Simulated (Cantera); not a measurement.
Feed: 1 mol PbO, 8.9 mol H2, held at 1102 °C.

These are equilibrium values from Cantera (NASA tables, ideal gas, pure condensed phases), not measurements of a reactor. Candidate condensed phases: H2O, Pb, PbO, PbO2, Pb3O4; 12 gas species. Kinetics and transport are ignored.

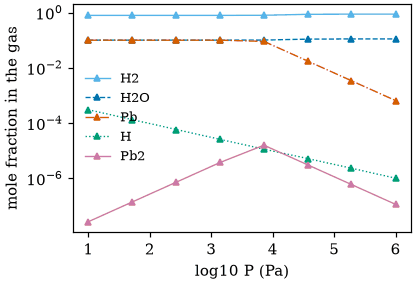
Fig. 1. Equilibrium gas composition (values under 1e-9 drawn at 1e-9)

From 0.0750 Torr to 10.5 Torr nothing is condensed. From 54.0 Torr to 7500 Torr the condensed part is Pb(l). The main Pb-bearing gas is Pb throughout.
